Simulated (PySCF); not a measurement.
C3H5N, SMILES `CC1=NC1`.

Method: TPSS/def2-TZVP; geometry: GFN2-xTB; program: PySCF. No frequency check shows the geometry to be a minimum.

Input script:

```python
import numpy as np
from pyscf import gto, scf, dft
from pyscf.scf import atom_ks, atom_hf
from scipy.linalg import block_diag

def solve(mol, dm0=None, hcore=None):
    mf = (dft.UKS if mol.spin else dft.RKS)(mol, xc='tpss')
    mf.grids.level = 3
    mf = mf.density_fit(auxbasis='def2-universal-jkfit')
    mf.conv_tol, mf.max_cycle = 1e-8, 80
    if hcore is not None:
        mf.get_hcore = lambda *args: hcore
    mf.kernel(dm0)
    if not mf.converged:
        mf = mf.newton().run(mf.mo_coeff, mf.mo_occ, max_cycle=30)
    assert mf.converged, 'SCF not converged'
    return mf

mol = gto.M(atom='''
C      1.56978    -0.12343    -0.00011
C      0.12779     0.07899    -0.00047
N     -0.82882     0.89025    -0.00007
C     -1.17199    -0.57187    -0.00039
H      1.85419    -0.69689     0.88393
H      1.85524    -0.70159    -0.87818
H      2.09455     0.82995    -0.00262
H     -1.57842    -0.98023     0.91710
H     -1.57733    -0.98511    -0.91391
''', basis='def2-tzvp', charge=0, spin=0, verbose=4)
mf = solve(mol)
out = dict(e0=mf.e_tot, dm0=mf.make_rdm1(), c=mf.mo_coeff, occ=mf.mo_occ, eps=mf.mo_energy)
for name, dq, spin in [('cation', 1, 1), ('anion', -1, 1)]:
    ion = mol.copy().set(charge=mol.charge + dq, spin=spin).build()
    mi = solve(ion)
    if spin and dq > 0 and mol.nao < 130:
        c, _, stable, _ = mi.stability(return_status=True)
        if not stable:
            mi = solve(ion, mi.make_rdm1(c, mi.mo_occ))
    print(name, 'vertical energy change / eV', (mi.e_tot - mf.e_tot) * 27.211386)
    out.update({'e_' + name: mi.e_tot, 'dm_' + name: mi.make_rdm1(), 's2_' + name: mi.spin_square()[0], 'eps_' + name: mi.mo_energy, 'occ_' + name: mi.mo_occ})
# spherically averaged free atoms, for the promolecule
atm = atom_ks.get_atm_nrks(mol, xc='tpss')
pro = block_diag(*[(atm[a[0]][2] * atm[a[0]][3]) @ atm[a[0]][2].T for a in mol._atom])
np.savez('result.npz', pro=pro, **out)
```

Launched as:

```sh
OMP_NUM_THREADS=1 python input.py
```

The run took 4.5 min on 1 thread of Arm Neoverse V1 (shared host), peak memory 0.84 GiB.

Partitions, critical points and surface values were worked out afterwards from this run's density.

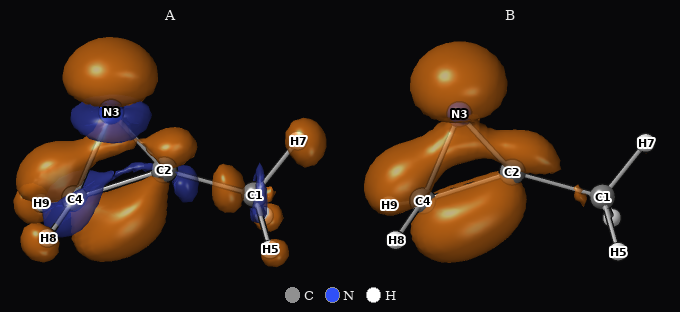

The Fukui function f⁻ from two separate SCF calculations and the density of the HOMO, at ±0.05 e/Å³ (orange positive, blue negative).

Which panel is which, and how good is the frozen-orbital picture?

A is f⁻ (it has negative regions), B the HOMO density. The HOMO lies on N3 (42 %), C4 (29 %) and C2 (17 %); f⁻ (Hirshfeld-condensed) is largest on N3 (0.26) and C4 (0.20); the vertical ionisation energy is 9.61 eV (the stability of the cation's solution wasn't checked). Relaxation shifts 27 % of the electron between atoms. The orbital energy is −6.11 eV.
